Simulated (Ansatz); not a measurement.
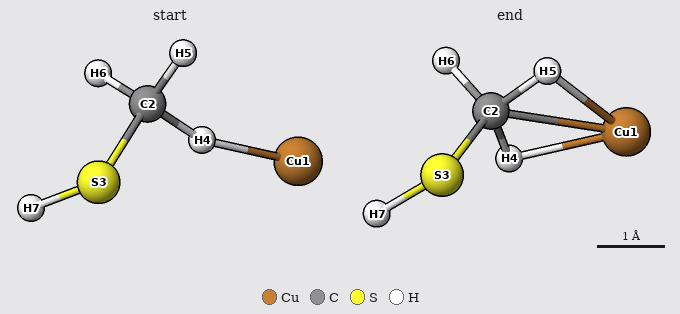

The structure of CH$_{4}$CuS (charge +1) before (left) and after (right) a relaxation, at one scale.

The picture is a ball-and-stick view, seen from a free direction.

The run prepares the start of a later molecular dynamics calculation, from a guessed geometry.

Theory: Ansatz, RKS revPBE-D4/def2-SVP.

Input file:
```yaml
crystal:
  periodic: [false, false, false]
  atoms:
    - { symbol: Cu, position_ang: [-0.0055, 0.0515, -2.7326] }
    - { symbol: C, position_ang: [-0.3079, -0.2544, 0.188] }
    - { symbol: S, position_ang: [0.1486, 1.1034, 1.2708] }
    - { symbol: H, position_ang: [0.0, -0.0253, -0.9603] }
    - { symbol: H, position_ang: [-1.3887, -0.365, 0.2122] }
    - { symbol: H, position_ang: [0.1775, -1.1834, 0.4627] }
    - { symbol: H, position_ang: [1.376, 0.6732, 1.5592] }
total_charge: 1
basis:
  gaussian: { orbitals: def2-SVP }
hamiltonian:
  xc: revpbe
  dispersion: d4
relax:
  f_tol: 0.02
  max_steps: 40
scf:
  lower_state_search: "off"
output:
  orbitals: {}
```

Run as
```bash
ansatz run input.yaml --threads 1 --pin off --max-ram 2048MiB --backend cpu --events-out ev --progress --plain --runs-dir out
```

> What changed between the two?

The largest move after the best rigid fit is that of Cu1, 0.80 Å. By element the largest moves are Cu 0.80 Å, H 0.65 Å, C 0.20 Å, S 0.13 Å. Some distances before and after: Cu1–H5 3.280 → 2.014 Å, Cu1–C2 2.952 → 2.234 Å, C2–H4 1.211 → 1.161 Å, C2–H5 1.087 → 1.128 Å. New bonds form, among them: Cu1–H5 (3.28 → 2.01 Å). Among the angles between lasting bonds that change: Cu1–H4–C2 162.7° → 95.9°, H4–C2–H5 107.1° → 117.0°, H5–C2–H6 110.6° → 105.3°. Groups turn about C2–S3 by about 30°. Over 10 accepted moves (11 points after the start) the energy falls by 4.70 kcal/mol. Largest force component: 1.1 eV/Å at the start, 0.019 eV/Å at the end. The line search rejected the trial step at point 7 of the run.
